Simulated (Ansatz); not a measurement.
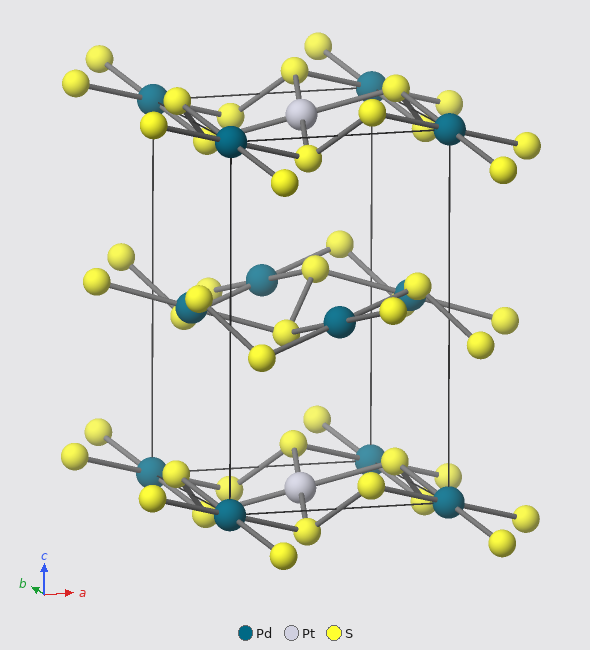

View slightly off an axis, drawn as a ball-and-stick model. The parallelepiped is the conventional unit cell. Bonds that leave the box are completed with the atoms at their other ends.

Pd$_{3}$PtS$_{8}$, space group P-1 (No. 2), a = 5.486 Å, b = 5.577 Å, c = 9.014 Å, α = 90.51°, β = 90.43°, γ = 90.03°. The cell started as a structure type filled with these elements by a generator (whether the compound takes this form wasn't checked). Earlier steps of the study, as a rule a relaxation of our own, may have changed the cell and positions, so they can lie some per cent off the listed ones. Ansatz was used for an electronic-structure calculation on it.

This one geometry was computed with Ansatz (DFT, plane waves, PAW) at three levels of theory: LDA, r2SCAN and PBE.

### Which level gives the highest pressure at this volume, and what does that say about its equilibrium volume?

Highest: PBE (0.0 GPa), which points to the largest equilibrium volume. Lowest, with the smallest volume: LDA (-5.5 GPa). Levels within 0.5 GPa of each other can't be told apart.

### How does the band gap change with the level of theory?

LDA: a gap of 0.77 eV, indirect; PBE: a gap of 0.84 eV, indirect; r2SCAN: a gap of 0.99 eV, indirect.

### Collect the results in a table.

| level | cutoff (eV) | k-mesh of the run's cell | gap (eV) | pressure (GPa) |
| --- | --- | --- | --- | --- |
| LDA | 420 | 6×6×4 | 0.77 | -5.5 |
| r2SCAN | 500 | 6×6×4 | 0.99 | -1.8 |
| PBE | 420 | 6×6×4 | 0.84 | 0.0 |

Gaps are taken on the k-mesh or band path of each run.
